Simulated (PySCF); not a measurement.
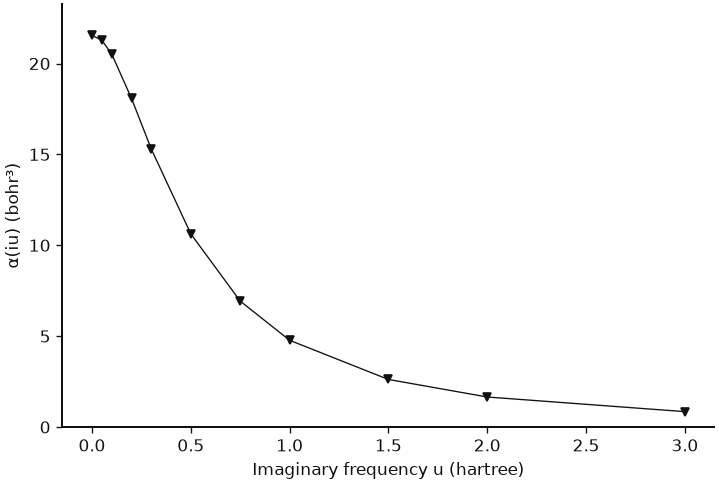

Dipole polarisability at imaginary frequency of an atom or ion with 35 electrons in the configuration [Ar] 3d¹⁰ 4s² 4p⁵. Coupled response at the PBE0 level; PySCF, aug-cc-pVQZ-PP with a 10-electron core potential, unrestricted single determinants, no spin-orbit coupling.

Which species is it, and what does the curve give?

Br I (neutral bromine). The static dipole polarisability is 21.6 bohr³ (the recommended value is 21.0); α(iu) falls to half of it near u = 0.49 hartree. The Casimir–Polder integral gives C₆ = 174 hartree bohr⁶ for two such species.
